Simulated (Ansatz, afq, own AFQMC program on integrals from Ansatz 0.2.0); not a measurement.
# SiH₄ (triplet): quantum Monte Carlo beside coupled cluster at scale of all distances = 2.032, 6-31G, part 2 of 2

Ansatz 0.2.0, Gaussian basis, and an in-house AFQMC program (afq) on its integrals; all values are calculated; 6-31G, frozen cores.

## (12) Phaseless AFQMC, CISD trial on ROHF

It reads the integrals that the CCSD(T) run on this determinant wrote.

Started as:

```console
$ afq ham --method phaseless --trial cisd --walkers 200 --populations 1 --least-time 40 --time-step 0.005 --steps-per-block 50 --equilibration-blocks 40 --max-blocks 300 --target-error 0.00068 --factor-cut 1e-05 --start spin_pure --seed 2338 --release-times 0.24,0.5,1,1.5 --release-step 0.02 --release-every 4 --taylor-order 6
```

What it wrote:

```text
orbitals 16  electrons 5 3  factors 79 of 272
reference energy -290.59070520 Eh
CCSD correlation -0.32990730 Eh in 37 cycles, weight of the determinant in the CISD state 0.2225
energy of the start -290.920613 Eh
 block  time / (1/Eh)  mean weight  energy / Eh
     1     0.250  0.9996  -290.903564
     2     0.500  0.9992  -290.892216
     3     0.750  1.0005  -290.885424
     4     1.000  1.0005  -290.879806
     5     1.250  0.9999  -290.874518
     6     1.500  1.0003  -290.872478
     7     1.750  0.9999  -290.870478
     8     2.000  1.0000  -290.869423
     9     2.250  0.9990  -290.868840
    10     2.500  0.9997  -290.867652
    17     4.250  1.0001  -290.862696
    25     6.250  1.0007  -290.855135
    33     8.250  1.0006  -290.862620
    41    10.250  1.0003  -290.864240
    49    12.250  1.0003  -290.882180
    57    14.250  1.0003  -290.859594
    65    16.250  1.0007  -290.864538
    73    18.250  1.0002  -290.862728
    81    20.250  1.0002  -290.867917
    89    22.250  1.0004  -290.854383
    97    24.250  0.9994  -290.852216
   105    26.250  1.0005  -290.854412
   113    28.250  1.0004  -290.861591
   121    30.250  0.9994  -290.860665
   129    32.250  0.9999  -290.867484
   137    34.250  0.9999  -290.872016
   145    36.250  0.9949  -290.861462
   153    38.250  1.0001  -290.864705
   161    40.250  1.0004  -290.865057
   169    42.250  1.0002  -290.870446
   177    44.250  0.9997  -290.858945
   185    46.250  1.0009  -290.857819
   193    48.250  1.0007  -290.864924
   201    50.250  1.0000  -290.858885
   209    52.250  1.0000  -290.863296
   217    54.250  0.9985  -290.863836
   225    56.250  1.0010  -290.859666
   233    58.250  1.0004  -290.865889
   241    60.250  0.9999  -290.869021
   249    62.250  1.0005  -290.851361
   257    64.250  1.0005  -290.865337
   265    66.250  1.0000  -290.854526
   273    68.250  1.0003  -290.860647
   281    70.250  0.9997  -290.866194
   289    72.250  1.0009  -290.872984
   297    74.250  0.9996  -290.863113
   305    76.250  1.0000  -290.855604
   313    78.250  1.0003  -290.856583
   321    80.250  1.0006  -290.856341
   329    82.250  0.9996  -290.872186
   337    84.250  0.9995  -290.862715
blocks merged  error / Eh  count
     1  0.000486  300
     2  0.000605  150
     4  0.000753  75
     8  0.000906  37
    16  0.001032  18
    32  0.000983  9
released: time / (1/Eh)  energy / Eh  error  mean overlap
  0.24  -290.862360  0.001109  0.9982
  0.50  -290.863209  0.001103  0.9950
  1.00  -290.865265  0.001023  0.9913
  1.50  -290.864504  0.001267  0.9990
energy -290.863111 +/- 0.001032 Eh
```

Wall time 3.1 min (1 thread of Arm Neoverse V1, shared host).

Energy -7914.7884 ± 0.0281 eV. Caveats: constraint bias not in the error; error above the target; large difference.

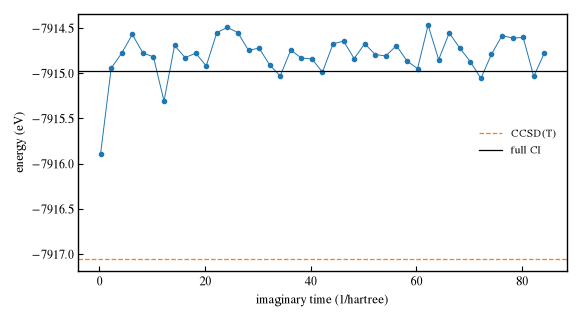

Block energies along the walk.

## (13) CCSD(T) on UHF

in.yaml

```yaml
crystal:
  periodic: [false, false, false]
  atoms:
    - {symbol: Si, position_ang: [0.000000, 0.000000, 0.000000]}
    - {symbol: H, position_ang: [-0.023419, 2.204937, 2.189634]}
    - {symbol: H, position_ang: [-0.033522, -2.189748, 2.204694]}
    - {symbol: H, position_ang: [0.033522, 2.189748, -2.204694]}
    - {symbol: H, position_ang: [0.023419, -2.204937, -2.189634]}
basis:
  gaussian: {orbitals: 6-31G}
magnetization: {spin_polarized: true, initial_magnetization: 2}
correlation: {method: ccsd_t, electrons: outside_noble_gas, hamiltonian_folder: ham}
```

Started as:

```console
$ ansatz run in.yaml --threads 1 --pin off --events-out ev --progress --plain --max-ram 1382MiB
```

What it wrote, shortened:

```text
Functional definition: HF
  name "HF"
  cite "Fock, Z. Phys. 61, 126 (1930) doi:10.1007/BF01340294"
  parent pbe
[...]
272 factors; integrals over basis functions are off by at most 2.1e-4 eV
[...]
mean field -7913.87288634 eV, -290.8294643572 hartree, gradient 1.0e-6 eV, S^2 3.738596; 28 other end points of the search recorded, 0 dependent functions left out
determinant -7913.87288634 eV, -290.8294643572 hartree, with singles and doubles -7914.76365962 eV, -290.8621996715 hartree
determinant -7913.79616268 eV, -290.8266448149 hartree, with singles and doubles -7914.56652580 eV, -290.8549551374 hartree
determinant -7913.74215148 eV, -290.8246599397 hartree, with singles and doubles -7914.51206696 eV, -290.8529538117 hartree
determinant -7913.55886398 eV, -290.8179242484 hartree, with singles and doubles -7914.27994411 eV, -290.8444234543 hartree
[...]
determinant -7913.55886398 eV, -290.8179242484 hartree, with singles and doubles -7914.46811527 eV, -290.8513386169 hartree
determinant -7913.44390037 eV, -290.8136994138 hartree, with singles and doubles -7914.61674588 eV, -290.8568006910 hartree
determinant -7913.28825036 eV, -290.8079793813 hartree, with singles and doubles -7914.50214215 eV, -290.8525890818 hartree
determinant -7913.18842984 eV, -290.8043110449 hartree, with singles and doubles -7914.35967075 eV, -290.8473533544 hartree
5 core orbitals not correlated: weight in the atoms' cores, before any rotation towards them, 1.000 or more for the frozen orbitals, at most 0.000 for the correlated occupied ones
reference -7913.87288634 eV, -290.8294643572 hartree; 5, 3 occupied and 11, 13 virtual orbitals, 272 factors
second order -0.47931779 eV of doubles, -0.00000000 eV of singles
cycle   1  -1.01301252 eV  change   -5.9e-7 eV  update   1.9e-6
perturbative correction -0.03061641 eV, -0.0011251324 hartree
Total energy: -7914.91651527 eV, -290.8678170129 hartree
```

Run time: 3 s. Hardware: 1 thread of Arm Neoverse V1, shared host.

From the report: ⟨S²⟩ of the determinant 3.739 (pure triplet: 2.00); correlation -1.0436 eV; T1 0.057; largest double amplitude 0.23. The determinant is far from a pure spin state, so its energy mixes those of several spin states (harmless only where they are near-degenerate, as at dissociation).

This run also writes the integrals to the folder ham.

## (14) CCSDT(Q) on UHF

in.yaml, as its differences from that of step 13:

```diff
@@ -11,2 +11,2 @@
 magnetization: {spin_polarized: true, initial_magnetization: 2}
-correlation: {method: ccsd_t, electrons: outside_noble_gas, hamiltonian_folder: ham}
+correlation: {method: ccsdt_q, electrons: outside_noble_gas}
```

Same command.

What it wrote, shortened:

```text
Functional definition: HF
  name "HF"
  cite "Fock, Z. Phys. 61, 126 (1930) doi:10.1007/BF01340294"
  parent pbe
[...]
435 factors; integrals over basis functions are off by at most 1.5e-7 eV
[...]
mean field -7913.87292198 eV, -290.8294656670 hartree, gradient 1.4e-6 eV, S^2 3.738595; 29 other end points of the search recorded, 0 dependent functions left out
determinant -7913.87292198 eV, -290.8294656670 hartree, with singles and doubles -7914.76365724 eV, -290.8621995840 hartree
determinant -7913.79643024 eV, -290.8266546473 hartree, with singles and doubles -7914.56676343 eV, -290.8549638700 hartree
determinant -7913.74218663 eV, -290.8246612315 hartree, with singles and doubles -7914.51208711 eV, -290.8529545522 hartree
determinant -7913.55911048 eV, -290.8179333071 hartree, with singles and doubles -7914.28018068 eV, -290.8444321481 hartree
[...]
determinant -7913.44411575 eV, -290.8137073288 hartree, with singles and doubles -7914.61679614 eV, -290.8568025382 hartree
determinant -7913.28852893 eV, -290.8079896185 hartree, with singles and doubles -7914.50232388 eV, -290.8525957604 hartree
determinant -7913.18866222 eV, -290.8043195845 hartree, with singles and doubles -7914.35983324 eV, -290.8473593259 hartree
5 core orbitals not correlated: weight in the atoms' cores, before any rotation towards them, 1.000 or more for the frozen orbitals, at most 0.000 for the correlated occupied ones
reference -7913.87292198 eV, -290.8294656670 hartree; 5, 3 occupied and 11, 13 virtual orbitals, 435 factors
second order -0.47932972 eV of doubles, -0.00000000 eV of singles
cycle   1  -0.65306169 eV  change   -1.7e-1 eV  update   5.1e-2
[...]
cycle  33  -1.07450338 eV  change   -1.5e-7 eV  update   1.2e-7
perturbative correction -0.00334975 eV, -0.0001231009 hartree
Total energy: -7914.95077511 eV, -290.8690760388 hartree
```

Run time: 9 s. Hardware: 1 thread of Arm Neoverse V1, shared host.

From the report: ⟨S²⟩ of the determinant 3.739 (pure triplet: 2.00); correlation -1.0779 eV; T1 0.066; largest double amplitude 0.27. The determinant is far from a pure spin state, so its energy mixes those of several spin states (harmless only where they are near-degenerate, as at dissociation).

## (15) CCSDTQ on UHF

in.yaml, as its differences from that of step 14:

```diff
@@ -11,2 +11,2 @@
 magnetization: {spin_polarized: true, initial_magnetization: 2}
-correlation: {method: ccsdt_q, electrons: outside_noble_gas}
+correlation: {method: ccsdtq, electrons: outside_noble_gas}
```

Launched as before.

What it wrote, shortened:

```text
Functional definition: HF
  name "HF"
  cite "Fock, Z. Phys. 61, 126 (1930) doi:10.1007/BF01340294"
  parent pbe
[...]
435 factors; integrals over basis functions are off by at most 1.5e-7 eV
[...]
mean field -7913.87292198 eV, -290.8294656670 hartree, gradient 1.4e-6 eV, S^2 3.738595; 29 other end points of the search recorded, 0 dependent functions left out
determinant -7913.87292198 eV, -290.8294656670 hartree, with singles and doubles -7914.76365724 eV, -290.8621995840 hartree
determinant -7913.79643024 eV, -290.8266546473 hartree, with singles and doubles -7914.56676343 eV, -290.8549638700 hartree
determinant -7913.74218663 eV, -290.8246612315 hartree, with singles and doubles -7914.51208711 eV, -290.8529545522 hartree
determinant -7913.55911048 eV, -290.8179333071 hartree, with singles and doubles -7914.28018068 eV, -290.8444321481 hartree
[...]
determinant -7913.55083397 eV, -290.8176291510 hartree, with singles and doubles -7914.41133216 eV, -290.8492518763 hartree
determinant -7913.44411575 eV, -290.8137073288 hartree, with singles and doubles -7914.61679614 eV, -290.8568025382 hartree
determinant -7913.28852893 eV, -290.8079896185 hartree, with singles and doubles -7914.50232388 eV, -290.8525957604 hartree
determinant -7913.18866222 eV, -290.8043195845 hartree, with singles and doubles -7914.35983324 eV, -290.8473593259 hartree
5 core orbitals not correlated: weight in the atoms' cores, before any rotation towards them, 1.000 or more for the frozen orbitals, at most 0.000 for the correlated occupied ones
reference -7913.87292198 eV, -290.8294656670 hartree; 5, 3 occupied and 11, 13 virtual orbitals, 435 factors
second order -0.47932972 eV of doubles, -0.00000000 eV of singles
cycle   1  -0.65306169 eV  change   -1.7e-1 eV  update   5.1e-2
[...]
cycle  19  -1.09799026 eV  change   -4.7e-7 eV  update   1.5e-7
Total energy: -7914.97091224 eV, -290.8698160649 hartree
```

Wall time 58 s (1 thread of Arm Neoverse V1, shared host).

From the report: ⟨S²⟩ of the determinant 3.739 (pure triplet: 2.00); correlation -1.0980 eV; T1 0.071; largest double amplitude 0.29. The determinant is far from a pure spin state, so its energy mixes those of several spin states (harmless only where they are near-degenerate, as at dissociation).

## (16) Phaseless AFQMC, CISD trial on UHF

It reads the integrals that the CCSD(T) run on this determinant wrote.

Started as:

```console
$ afq ham --method phaseless --trial cisd --walkers 200 --populations 1 --least-time 40 --time-step 0.005 --steps-per-block 50 --equilibration-blocks 40 --max-blocks 300 --target-error 0.00068 --factor-cut 1e-05 --start spin_pure --seed 2338 --release-times 0.24,0.5,1,1.5 --release-step 0.02 --release-every 4 --taylor-order 6
```

What it wrote:

```text
orbitals 16  electrons 5 3  factors 79 of 272
reference energy -290.82946436 Eh
CCSD correlation -0.03722782 Eh in 16 cycles, weight of the determinant in the CISD state 0.7296
energy of the start -290.850783 Eh
 block  time / (1/Eh)  mean weight  energy / Eh
     1     0.250  0.9998  -290.854918
     2     0.500  0.9996  -290.858035
     3     0.750  1.0008  -290.859949
     4     1.000  1.0008  -290.861881
     5     1.250  1.0001  -290.863412
     6     1.500  1.0004  -290.865146
     7     1.750  1.0000  -290.865386
     8     2.000  1.0000  -290.866153
     9     2.250  1.0002  -290.866648
    10     2.500  0.9996  -290.867768
    11     2.750  0.9994  -290.867577
    16     4.000  1.0003  -290.869441
    21     5.250  1.0001  -290.869810
    26     6.500  0.9997  -290.872114
    31     7.750  1.0000  -290.869676
    36     9.000  0.9999  -290.871183
    41    10.250  1.0003  -290.870235
    46    11.500  1.0001  -290.870417
    51    12.750  0.9996  -290.870264
    56    14.000  0.9997  -290.870277
    61    15.250  1.0001  -290.868663
    66    16.500  0.9999  -290.869926
    71    17.750  0.9998  -290.871348
    76    19.000  0.9994  -290.869743
    81    20.250  0.9998  -290.869612
    86    21.500  1.0007  -290.869959
    91    22.750  0.9998  -290.870253
    96    24.000  0.9998  -290.869296
   101    25.250  0.9998  -290.867904
   106    26.500  1.0000  -290.870974
   111    27.750  0.9998  -290.868851
   116    29.000  1.0002  -290.868895
   121    30.250  0.9995  -290.869013
   126    31.500  0.9997  -290.869753
   131    32.750  1.0000  -290.868410
   136    34.000  0.9988  -290.870632
   141    35.250  1.0005  -290.871291
   146    36.500  1.0006  -290.868059
   151    37.750  1.0006  -290.867954
   156    39.000  1.0001  -290.868323
   161    40.250  1.0006  -290.867376
   166    41.500  1.0003  -290.867350
   171    42.750  1.0001  -290.868535
   176    44.000  1.0003  -290.869709
   181    45.250  0.9998  -290.869420
   186    46.500  1.0007  -290.866200
   191    47.750  1.0001  -290.869277
   196    49.000  1.0004  -290.869530
blocks merged  error / Eh  count
     1  0.000115  160
     2  0.000151  80
     4  0.000188  40
     8  0.000229  20
    16  0.000302  10
released: time / (1/Eh)  energy / Eh  error  mean overlap
  0.24  -290.869795  0.000197  1.0027
  0.50  -290.869859  0.000249  1.0033
  1.00  -290.870207  0.000200  1.0006
  1.50  -290.870261  0.000256  0.9972
energy -290.869398 +/- 0.000229 Eh
```

Run time: 1.8 min. Hardware: 1 thread of Arm Neoverse V1, shared host.

Energy -7914.9595 ± 0.0062 eV. The run doesn't count as converged. Caveats: constraint bias not in the error; halves of the run differ. The error still grows with block length (0.0051 to 0.0082 eV), so the bar may be too small.

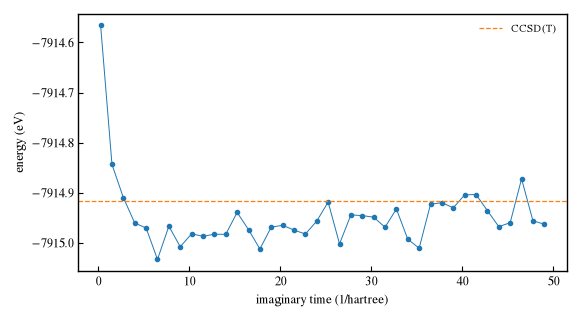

Block energies along the walk.

## (17) Phaseless AFQMC, single-determinant trial on UHF

It reads the integrals that the CCSD(T) run on this determinant wrote.

Started as:

```console
$ afq ham --method phaseless --trial hf --walkers 400 --populations 1 --least-time 40 --time-step 0.005 --steps-per-block 20 --equilibration-blocks 160 --max-blocks 600 --target-error 0.00204 --factor-cut 1e-05 --start spin_pure --seed 13 --taylor-order 6
```

What it wrote:

```text
orbitals 16  electrons 5 3  factors 79 of 272
reference energy -290.82946436 Eh
CCSD correlation -0.03722782 Eh in 16 cycles, weight of the determinant in the CISD state 0.7296
energy of the start -290.838437 Eh
 block  time / (1/Eh)  mean weight  energy / Eh
     1     0.100  1.0002  -290.842581
     2     0.200  1.0000  -290.846059
     3     0.300  1.0001  -290.849044
     4     0.400  1.0002  -290.852032
     5     0.500  0.9997  -290.853657
     6     0.600  0.9998  -290.855822
     7     0.700  1.0002  -290.857694
     8     0.800  1.0002  -290.859835
     9     0.900  0.9998  -290.860451
    10     1.000  1.0001  -290.861657
    15     1.500  1.0000  -290.868279
    29     2.900  0.9998  -290.873570
    43     4.300  1.0003  -290.875339
    57     5.700  0.9995  -290.875674
    71     7.100  1.0000  -290.869173
    85     8.500  1.0001  -290.870343
    99     9.900  0.9999  -290.872124
   113    11.300  0.9997  -290.878839
   127    12.700  1.0004  -290.870446
   141    14.100  1.0005  -290.870369
   155    15.500  0.9993  -290.874827
   169    16.900  1.0001  -290.869925
   183    18.300  0.9998  -290.868454
   197    19.700  1.0005  -290.873154
   211    21.100  1.0000  -290.872957
   225    22.500  0.9997  -290.869673
   239    23.900  1.0001  -290.871644
   253    25.300  0.9999  -290.873079
   267    26.700  1.0002  -290.870905
   281    28.100  1.0008  -290.872186
   295    29.500  1.0002  -290.870374
   309    30.900  0.9999  -290.874519
   323    32.300  0.9998  -290.868672
   337    33.700  0.9984  -290.868755
   351    35.100  0.9993  -290.869451
   365    36.500  1.0001  -290.872300
   379    37.900  1.0002  -290.872919
   393    39.300  1.0005  -290.870790
   407    40.700  1.0000  -290.869255
   421    42.100  1.0001  -290.868161
   435    43.500  0.9986  -290.871211
   449    44.900  0.9991  -290.874350
   463    46.300  0.9998  -290.875806
   477    47.700  0.9974  -290.873519
   491    49.100  1.0006  -290.869572
   505    50.500  0.9996  -290.872561
   519    51.900  0.9998  -290.871484
   533    53.300  1.0001  -290.867348
   547    54.700  1.0005  -290.870555
blocks merged  error / Eh  count
     1  0.000109  400
     2  0.000146  200
     4  0.000193  100
     8  0.000254  50
    16  0.000307  25
    32  0.000301  12
energy -290.871138 +/- 0.000307 Eh
```

It took 2.2 min on 1 thread of Arm Neoverse V1, shared host.

Energy -7915.0069 ± 0.0084 eV. Caveats: constraint bias not in the error.

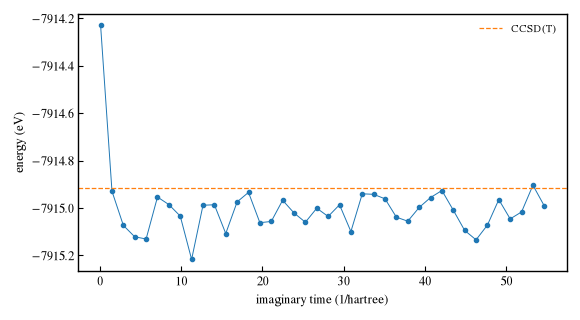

Block energies along the walk.

## (18) AFQMC on the ladder

On the ROHF determinant, counted from full CI (exact for this spin and basis):

```
                                               level  energy (eV)  from full CI (meV)  statistical error (meV)     time
                                                  HF   -7907.3759             +7597.9                                  
                                                 MP2   -7912.1867             +2787.1                                  
                                                CCSD   -7916.3531             -1379.3                                  
                                             CCSD(T)   -7917.0589             -2085.1                                  
                                            CCSDT(Q)   -7912.4630             +2510.8                                  
                                              CCSDTQ   -7914.9735                +0.3                                  
                                             full CI   -7914.9738                 0.0                                  
Phaseless AFQMC, CISD trial, step 0.005, 200 walkers   -7914.7884              +185.3                     28.1  3.1 min
```

The full CI on restricted orbitals is not used as the yardstick for these unrestricted rows.

On the UHF determinant, counted from CCSDTQ (a yardstick, not exact):

```
                                                             level  energy (eV)  from CCSDTQ (meV)  statistical error (meV)     time
                                                                HF   -7913.8729            +1098.0                                  
                                                               MP2   -7914.3522             +618.7                                  
                                                              CCSD   -7914.8859              +85.0                                  
                                                           CCSD(T)   -7914.9165              +54.4                                  
                                                          CCSDT(Q)   -7914.9508              +20.1                                  
                                                            CCSDTQ   -7914.9709                0.0                                  
Phaseless AFQMC, single-determinant trial, step 0.005, 400 walkers   -7915.0069              -36.0                      8.4  2.2 min
```

The functionals' totals stand on their own zeros and serve differences with other points: PBE -7924.589 eV; r2SCAN -7928.196 eV; PBE0 -7925.345 eV; B3LYP -7929.669 eV; wB97M-V -7927.312 eV; B2PLYP -7924.847 eV.

## (19) Results

The summary covers parts 1 to 2.

```
                                                    quantity              value
                                CCSD(T) on ROHF from full CI        -2085.1 meV
            Phaseless AFQMC, CISD trial on ROHF from full CI  +185.3 ± 28.1 meV
                                  CCSD(T) on UHF from CCSDTQ          +54.4 meV
Phaseless AFQMC, single-determinant trial on UHF from CCSDTQ    -36.0 ± 8.4 meV
```

In words: On ROHF the phaseless walk with the CISD trial lies +185.3 meV from full CI, 7 times its error bar: mostly the bias of the constraint. Error bars are statistical and leave out the constraint, the time step and what remains of the start.
